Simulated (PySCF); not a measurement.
# C3H9FN2Si: what the fields show

```tsv
atom	x (Å)	y (Å)	z (Å)
F	2.8768	0.5795	0.0475
C	1.9277	-0.2106	-0.5530
C	0.6492	-0.2422	0.2831
C	-0.0151	1.1367	0.3655
N	-1.4178	0.8928	0.6151
Si	-1.9423	-0.6020	-0.0521
N	-0.3206	-1.1170	-0.3338
H	1.7362	0.2080	-1.5460
H	2.3615	-1.2118	-0.6472
H	0.9128	-0.5762	1.2990
H	0.4222	1.7284	1.1754
H	0.1451	1.6758	-0.5790
H	-1.9761	1.7289	0.6352
H	-2.7154	-1.2884	0.9843
H	-2.6072	-0.6087	-1.3580
H	-0.0446	-2.0843	-0.3475
```

Geometry: GFN2-xTB.

Theory: PySCF 2.14.0, PBE0/pcSseg-1, SCF density, gas phase, non-relativistic.

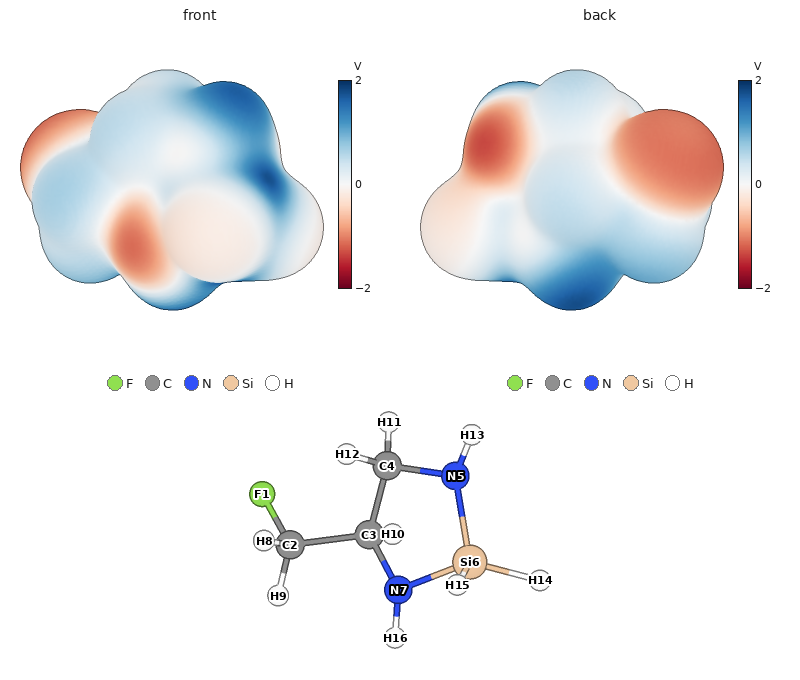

Figure 1. The electrostatic potential painted on the density surface at 0.002 e/bohr³, seen from the front and from behind; the colour scale runs from red (negative) to blue (positive). The bare structure is drawn below in the same view.

### Where is the surface potential most negative and most positive?

The most negative region (about −1.3 V) lies over N5, the most positive (about +1.7 V) over Si6 and H16. N5 is the likeliest acceptor of a hydrogen bond.

### How polar is the molecule by this calculation?

Its dipole moment is 1.28 D.

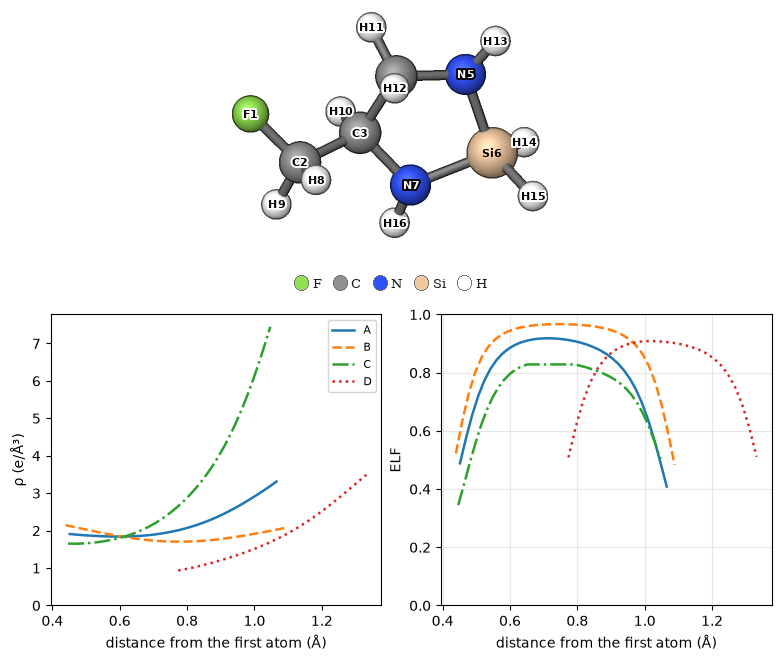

Figure 2. Electron density and electron localisation function along straight lines between neighbouring atoms. The curves leave out the atomic cores. The structure is drawn too.

### Which curve belongs to which contact (C–C, C–F, C–N and Si–N)? The first atom named is at distance zero.

Curve A: C–N (1.44 Å): ρ is about 1.9 e/Å³ halfway; the ELF peaks at about 0.90 between the atoms (localised, covalent bonding). Curve B: C–C (1.53 Å): ρ at the midpoint is about 1.7 e/Å³; the ELF peaks at about 0.95 between the atoms: a covalent bond. Curve C: C–F (1.37 Å): ρ at the midpoint is about 2.1 e/Å³, with its minimum of 1.7 e/Å³ about 0.5 Å from C; the ELF peaks at about 0.85 between the atoms, as expected for a polar covalent bond. Curve D: Si–N (1.72 Å): the density is about 1.1 e/Å³ at the midpoint; the ELF peaks at about 0.90 between the atoms, as expected for a shared but strongly polarised pair.
